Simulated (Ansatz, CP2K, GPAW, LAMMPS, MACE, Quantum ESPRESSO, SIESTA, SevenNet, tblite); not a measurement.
# Running liquid Ge at 2600 K (66 atoms) with SIESTA

Aim: run liquid Ge at 2600 K (66 atoms) in SIESTA and see how near its forces come to a plane-wave reference, and at what cost.

Main program and level: SIESTA 5.4.2; the method is named at each step.

## Step 1: Starting point

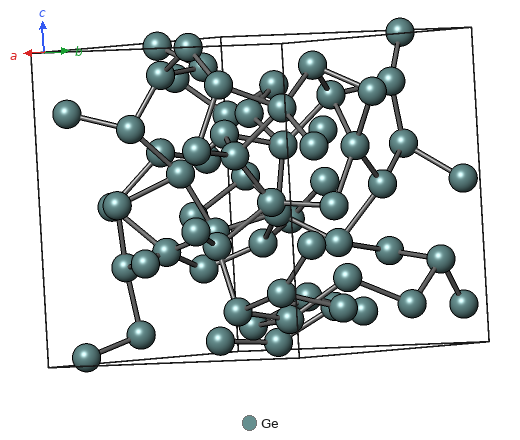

Start, viewed slightly off an axis; germanium teal. Bonds to atoms that aren't drawn are left out.

The cell holds 66 atoms: 66 Ge. Cell: a = 11.473 Å, b = 11.473 Å, c = 11.473 Å, α = 90.0°, β = 90.0°, γ = 90.0°. 66 atoms (66 Ge) placed at random at 5.27 g/cm³, melted at 3500 K for 10 ps at fixed volume with the Tersoff potential (Tersoff, Phys. Rev. B 39, 5566 (1989)). Snapshot at the end of a hold of 5 ps at 2600 K and fixed volume.

The yardstick, on the same geometry:

- method: Kohn-Sham DFT, PBE, PAW, plane waves (Ansatz 0.2.0); cutoff 420 eV, Γ point, fermi-dirac smearing of 0.05 eV; PAW set soft_2
- r.m.s. force component: 0.9003 eV/Å
- longest force: 3.66 eV/Å
- pressure: 4.681 GPa
- SCF cycles: 10
- time: 46 s on 4 threads of Arm Neoverse V1, shared host
- CPU time: 2.7 min

## Step 2: PBE, TZP, shift 0.01 Ry, mesh 300 Ry

Method: Kohn-Sham DFT, PBE, PseudoDojo 0.4.1 norm-conserving pseudopotentials (converted to PSML), numerical atomic orbitals (TZP), diagonalisation.

The .psml files are PseudoDojo norm-conserving potentials that we converted to this format, checked against plane waves on the same files for H, C, O, Si, Ge and Ca alone.

Input file input.fdf:

```
SystemLabel cell
NumberOfAtoms 66
NumberOfSpecies 1
%block ChemicalSpeciesLabel
  1 32 Ge
%endblock ChemicalSpeciesLabel
LatticeConstant 1.0 Ang
%block LatticeVectors
  11.47290 0.00000 0.00000
  0.00000 11.47290 0.00000
  0.00000 0.00000 11.47290
%endblock LatticeVectors
PAO.BasisSize TZP
PAO.EnergyShift 0.01 Ry
XC.Functional GGA
XC.Authors PBE
MeshCutoff 300 Ry
%block kgrid_Monkhorst_Pack
  1 0 0 0.0
  0 1 0 0.0
  0 0 1 0.0
%endblock kgrid_Monkhorst_Pack
SolutionMethod diagon
OccupationFunction FD
ElectronicTemperature 580 K
SCF.Mixer.Method Pulay
SCF.Mixer.Weight 0.05
SCF.Mixer.History 8
SCF.Mix Hamiltonian
MaxSCFIterations 300
SCF.DM.Tolerance 1e-04
SCF.H.Tolerance 1.0e-3 eV
WriteForces T
Write.HirshfeldPop T
Write.VoronoiPop T
Write.DM F
Write.H F
XML.Write F
AtomicCoordinatesFormat Fractional
%block AtomicCoordinatesAndAtomicSpecies
  0.03861 0.74380 0.99419 1
  0.26621 0.05487 0.44122 1
  0.11753 0.59678 0.11592 1
  0.62845 0.64248 0.48673 1
  0.01468 0.40525 0.13136 1
  0.74698 0.18376 0.08527 1
  0.52200 0.46127 0.09378 1
  0.31196 0.35914 0.34983 1
  0.45207 0.56711 0.66213 1
  0.10266 0.31402 0.41737 1
  0.15098 0.49643 0.53329 1
  0.45372 0.85482 0.65170 1
  0.57357 0.84894 0.46692 1
  0.39523 0.18155 0.27726 1
  0.87774 0.98151 0.35288 1
  0.03378 0.93372 0.12331 1
  0.55234 0.15410 0.65557 1
  0.36033 0.69620 0.34363 1
  0.90385 0.66668 0.87332 1
  0.50852 0.97701 0.82370 1
  0.62121 0.46436 0.70856 1
  0.34576 0.17986 0.62384 1
  0.36782 0.37546 0.76467 1
  0.60350 0.39378 0.39830 1
  0.16583 0.79290 0.84341 1
  0.37742 0.71195 0.81390 1
  0.84954 0.26542 0.74183 1
  0.60188 0.66828 0.11216 1
  0.54960 0.34063 0.92179 1
  0.67631 0.04321 0.49261 1
  0.85708 0.83527 0.20364 1
  0.09623 0.77657 0.64312 1
  0.81397 0.96422 0.66593 1
  0.17224 0.33147 0.84676 1
  0.31481 0.52784 0.17348 1
  0.73996 0.78921 0.78846 1
  0.91766 0.34594 0.31499 1
  0.80029 0.61533 0.14820 1
  0.16860 0.13616 0.75588 1
  0.14742 0.73651 0.30535 1
  0.31492 0.16999 0.04371 1
  0.83830 0.50466 0.99463 1
  0.00435 0.38914 0.69255 1
  0.27084 0.01452 0.88202 1
  0.69574 0.33765 0.58986 1
  0.94057 0.08456 0.80048 1
  0.11085 0.24558 0.02702 1
  0.33305 0.95497 0.13934 1
  0.58697 0.18229 0.33992 1
  0.99396 0.61225 0.41264 1
  0.75818 0.32763 0.90713 1
  0.51155 0.83981 0.23523 1
  0.51865 0.13916 0.99322 1
  0.97153 0.61608 0.66829 1
  0.56357 0.78700 0.91529 1
  0.93894 0.10726 0.02527 1
[... 6 atom lines left out ...]
  0.77129 0.61448 0.64285 1
  0.69716 0.95650 0.14446 1
  0.80169 0.17951 0.30231 1
  0.17246 0.95753 0.27342 1
%endblock AtomicCoordinatesAndAtomicSpecies
```

Launch:

```bash
OMP_NUM_THREADS=1 mpirun -np 2 siesta < input.fdf > output.txt
```

Output:

```text
Version         : 5.4.2
reinit: System Name:
reinit: System Label: cell
initatom: Reading input for the pseudopotentials and atomic orbitals ----------
Species number:   1 Atomic number:   32 Label: Ge
Ground state valence configuration (from tables):   4s02  4p02  4d00  4f00
---- Processing specs for species: Ge
GGA--PBE XC_GGA_X_PBE--XC_GGA_C_PBE pb
Semicore shell(s) with 10 electrons included in the valence for Ge
Semicore shell(s): 3d
Fallback to non-perturbative polarization scheme for Ge
Please see the manual if this is not desired in principle
Ge pseudopotential only contains V_ls up to l=2 -- lmxkb reset.
Using PAO.SplitTailNorm
%block ChemicalSpeciesLabel
    1   32 Ge                      # Species index, atomic number, species label
%endblock ChemicalSpeciesLabel
%block PAO.Basis                 # Define Basis set
Ge                    4                    # Species label, number of l-shells
 n=4   0   3                         # n, l, Nzeta
   5.264      3.748      4.214
   1.000      1.000      1.000
 n=4   1   3                         # n, l, Nzeta
   6.996      5.083      5.681
   1.000      1.000      1.000
 n=3   2   1                         # n, l, Nzeta
   2.782
   1.000
 n=4   2   1                         # n, l, Nzeta
   6.996
   1.000
%endblock PAO.Basis
coor:   Atomic-coordinates input format  =     Fractional
siesta: System type = bulk
initatomlists: Number of atoms, orbitals, and projectors:     66  1452  1188
siesta: ******************** Simulation parameters ****************************
Total number of electrons:   924.000000
Total ionic charge:   924.000000
 Kpoints in:            1 . Kpoints trimmed:            1
siesta: k-grid: Number of k-points = 1
siesta: k-points from Monkhorst-Pack grid
siesta: k-cutoff (effective) =     5.736 Ang
siesta: k-point supercell and displacements
siesta: k-grid:     1     0     0      0.000
siesta: k-grid:     0     1     0      0.000
siesta: k-grid:     0     0     1      0.000
                     ====================================
                        Single-point calculation
                     ====================================
outcell: Unit cell vectors (Ang):
       11.472900    0.000000    0.000000
        0.000000   11.472900    0.000000
        0.000000    0.000000   11.472900
outcell: Cell vector modules (Ang)   :   11.472900   11.472900   11.472900
outcell: Cell angles (23,13,12) (deg):     90.0000     90.0000     90.0000
outcell: Cell volume (Ang**3)        :   1510.1484
Gamma-point calculation with multiply-connected orbital pairs
Gamma-point calculation with multiply-connected orbital pairs
Folding of H and S implicitly performed
Folding of H and S implicitly performed
new_DM -- step:     1
Initializing Density Matrix...
Attempting to read DM from file... Failed...
DM filled with atomic data:
InitMesh: MESH = 120 x 120 x 120 = 1728000
InitMesh: Mesh cutoff (required, used) =   300.000   302.356 Ry
stepf: Fermi-Dirac step function
        iscf     Eharris(eV)        E_KS(eV)     FreeEng(eV)     dDmax    Ef(eV) dHmax(eV)
   scf:    1  -160297.149448  -160311.398428  -160311.626747  1.131921 -3.687145  3.619810
   scf:    2  -160312.814307  -160312.186313  -160312.414645  0.011822 -3.701828  2.961279
   scf:    3  -160313.433101  -160312.880397  -160313.109479  0.019630 -3.728833  2.247418
   scf:    4  -160314.523155  -160313.804408  -160314.038599  0.051456 -3.800402  1.341587
   scf:    5  -160314.479368  -160314.179125  -160314.420135  0.045326 -3.864348  0.687716
   scf:    6  -160314.306404  -160314.255019  -160314.496745  0.019270 -3.889148  0.450798
   scf:    7  -160314.275919  -160314.269362  -160314.511013  0.004053 -3.892339  0.235994
   scf:    8  -160314.292760  -160314.283998  -160314.524911  0.005639 -3.894177  0.099243
   scf:    9  -160314.288480  -160314.286478  -160314.527306  0.001844 -3.893088  0.052767
   scf:   10  -160314.288340  -160314.287518  -160314.528346  0.001395 -3.891676  0.043859
   scf:   11  -160314.288148  -160314.287890  -160314.528759  0.001062 -3.890486  0.031309
   scf:   12  -160314.288217  -160314.288079  -160314.529011  0.001063 -3.889290  0.016348
   scf:   13  -160314.288085  -160314.288086  -160314.529068  0.000477 -3.888858  0.009614
   scf:   14  -160314.288163  -160314.288130  -160314.529117  0.000282 -3.887513  0.005847
   scf:   15  -160314.288146  -160314.288139  -160314.529126  0.000116 -3.886990  0.004694
   scf:   16  -160314.288113  -160314.288127  -160314.529134  0.000143 -3.886795  0.002746
   scf:   17  -160314.288084  -160314.288106  -160314.529140  0.000082 -3.886547  0.001532
   scf:   18  -160314.288088  -160314.288097  -160314.529141  0.000046 -3.886461  0.000903
SCF Convergence by DM+H criterion
max |DM_out - DM_in|         :     0.0000459197
max |H_out - H_in|      (eV) :     0.0009033118
SCF cycle converged after 18 iterations
Using DM_out to compute the final energy and forces
siesta: E_KS(eV) =          -160314.2881
siesta: E_KS - E_eggbox =   -160314.2881
siesta: Atomic forces (eV/Ang):
     1    0.760413    1.512005    2.203156
     2    0.771234    0.079294    0.277450
     3    0.511485   -0.289280    1.281993
     4    0.820734    0.924681   -0.283962
     5   -0.613847    1.140898   -0.708398
     6   -0.303075    0.276062    0.173860
     7   -0.371622    0.368868    0.936558
     8   -0.560545    1.050677   -0.208383
     9   -1.734680    0.593736    0.109468
    10    0.286818   -0.773320    0.220687
    11    0.292663    0.022049    0.521832
    12   -0.187959   -0.384099   -0.201968
[...]
62    0.234718    1.957813   -0.822725
    63   -1.608419    0.654800    0.398285
    64   -1.283519    0.374822   -0.471408
    65   -1.042106   -0.906866   -2.215874
    66   -0.558318   -0.165214    0.821929
----------------------------------------
   Tot    0.001309   -0.004883    0.004191
----------------------------------------
   Max    3.693189
   Res    1.005992    sqrt( Sum f_i^2 / 3N )
----------------------------------------
   Max    3.693189    constrained
Stress tensor Voigt[x,y,z,yz,xz,xy] (kbar):      -75.11      -50.00      -67.29      -12.20       -4.25        1.94
(Free)E + p*V (eV/cell)  -160254.0790
Target enthalpy (eV/cell)  -160314.5291
siesta: Program's energy decomposition (eV):
siesta: Ebs     =    -21161.528381
siesta: Eions   =    160450.168318
siesta: Ena     =      3129.201090
siesta: Ekin    =    120527.186497
siesta: Enl     =    -84630.225083
siesta: DEna    =       300.003844
siesta: DUscf   =         9.608721
siesta: Ex      =    -37131.906556
siesta: Ec      =     -2067.988292
siesta: Exc     =    -39199.894848
siesta: Eharris =   -160314.288088
siesta: Etot    =   -160314.288097
siesta: FreeEng =   -160314.529141
siesta: Final energy (eV):
siesta:  Band Struct. =  -21161.528381
siesta:       Kinetic =  120527.186497
siesta:       Hartree =   51426.935923
siesta:         Exch. =  -37131.906556
siesta:         Corr. =   -2067.988292
siesta:   Exch.-corr. =  -39199.894848
siesta:  Ion-electron = -218391.831591
siesta:       Ion-ion =  -74676.684078
siesta:         Total = -160314.288097
siesta:         Fermi =      -3.886461
siesta: Stress tensor (static) (eV/Ang**3):
siesta:    -0.046882    0.001211   -0.002650
siesta:     0.001211   -0.031209   -0.007618
siesta:    -0.002650   -0.007618   -0.041997
siesta: Cell volume =       1510.148392 Ang**3
siesta: Pressure (static):
siesta:                Solid            Molecule  Units
siesta:           0.00043597          0.00040106  Ry/Bohr**3
siesta:           0.04002927          0.03682384  eV/Ang**3
siesta:          64.13396906         58.99829236  kBar
    Orbital volume contribution        =          66.199187 eV
    (Free)E + p_basis*V_orbitals       =     -160248.329954 eV
    (Free)Eharris+ p_basis*V_orbitals  =     -160248.329945 eV
Hirshfeld Atomic Populations:
Atom #   charge [q] valence [e]  Species
     1     0.003355   13.996645  Ge
     2     0.007747   13.992253  Ge
     3    -0.024935   14.024935  Ge
     4     0.011865   13.988135  Ge
     5    -0.011865   14.011865  Ge
     6    -0.001773   14.001773  Ge
     7     0.001846   13.998154  Ge
     8    -0.012215   14.012215  Ge
     9     0.003046   13.996954  Ge
    10    -0.000639   14.000639  Ge
    11    -0.007327   14.007327  Ge
    12    -0.008362   14.008362  Ge
[...]
--------------------
 Total     0.000077
Voronoi Atomic Populations:
Atom #   charge [q] valence [e]  Species
[...]
62     0.010243   13.989757  Ge
    63    -0.016470   14.016470  Ge
    64     0.013505   13.986495  Ge
    65    -0.003341   14.003341  Ge
    66    -0.024676   14.024676  Ge
--------------------
 Total     0.000077
```

Elapsed: 4.2 min, on 2 MPI ranks of Arm Neoverse V1, shared host; peak memory 1.8 GiB; 8.4 min of CPU time.

Banners, paths, timers and routine set-up lines are dropped from the logs unmarked, and long logs keep their key lines alone; longer cuts are marked.

Numbers from this run, and their distance from the reference:

- r.m.s. force component: 1.006 eV/Å
- r.m.s. difference of force components: 157.3 meV/Å
- longest difference of force vectors: 546.2 meV/Å
- force difference over r.m.s. force: 17.47 %
- slope of forces against the reference's: 1.109
- correlation of force components: 0.9925
- pressure: 6.413 GPa
- pressure difference: 1.733 GPa

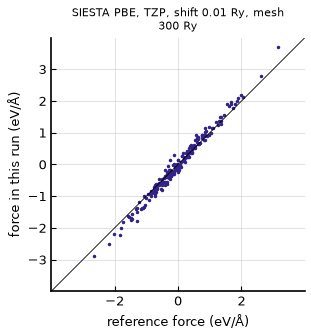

Force components against those of the reference; the line marks equality.

The surroundings of Ge53, whose charge lies farthest from its element's mean, nearest first, numbered as they follow in the input and with coordinates relative to it.

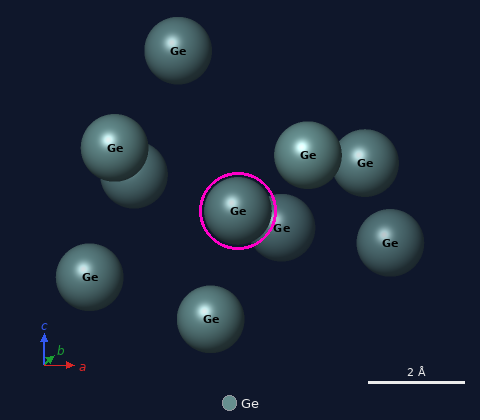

The atoms of the table, within 3.6 Å (arrows a, b, c point along x, y, z); some may hide others; the central atom is ringed.

```csv
atom,x,y,z,distance (Å),bonds,Hirshfeld charge (e),Fx,Fy,Fz (eV/Å)
Ge53,0.00,0.00,0.00,0.00,4,0.05,0.63,-0.99,-0.65
Ge41,-2.34,0.35,0.58,2.43,5,0.00,-0.56,0.13,1.35
Ge29,0.36,2.31,-0.82,2.48,5,-0.03,-1.49,0.71,-1.40
Ge20,-0.12,-1.86,-1.94,2.69,5,-0.01,-0.61,1.92,0.43
Ge6,2.62,0.51,1.06,2.87,5,0.00,-0.30,0.28,0.17
Ge64,2.05,-2.10,1.74,3.41,3,0.02,-1.28,0.37,-0.47
Ge44,-2.84,-1.43,-1.28,3.43,4,-0.01,1.38,-2.50,0.93
Ge48,-2.13,-2.11,1.68,3.44,3,0.01,1.03,-0.16,-0.62
Ge14,-1.42,0.49,3.26,3.59,4,-0.02,-1.56,-1.34,-1.37
Ge51,2.75,2.16,-0.99,3.63,4,0.01,-0.47,0.64,1.77
```

Forces lie 17 % from the reference's, at 3.1 times its CPU time (on 2 against 4 cores).

## Step 3: Results

| Quantity | Value |
| --- | --- |
| force difference from the reference | SIESTA PBE, TZP, shift 0.01 Ry, mesh 300 Ry, 17 % |
| its CPU time | 8.4 min |

**Reading.** The PBE run in local orbitals differs by 17 % (SIESTA PBE, TZP, shift 0.01 Ry, mesh 300 Ry); basis, grid and potentials can all enter. SIESTA PBE, TZP, shift 0.01 Ry, mesh 300 Ry stiffens the forces by a factor of 1.11 while following their directions (correlation 0.993). In pressure, SIESTA PBE, TZP, shift 0.01 Ry, mesh 300 Ry misses by +1.7 GPa, at the same functional. The frame stands for 2600 K, but pressures are static and levels are smeared at 580 K, under the temperature of the frame, which matters where levels are partly filled. The network of bonds at the start is that of the classical potential that made the cell, and needn't be the one that DFT or experiment would give. The electronic-structure runs sample only Γ, in a cell whose shortest periodic width is 11 Å, which is coarse for a cell with partly filled levels.

[Also dropped from logs without a mark: logging warnings of Python, and SIESTA's first energy breakdown and zero terms.]

[Logs are printed without paths, hosts, clocks, repeated set-up lines and the standing remarks that a program may print on its own settings, such as how far it seeks lower states.]

[Hosts, paths, dates, database ids (printed as entryN), source tags and the programs' standing remarks are cut or masked in the printed files.]
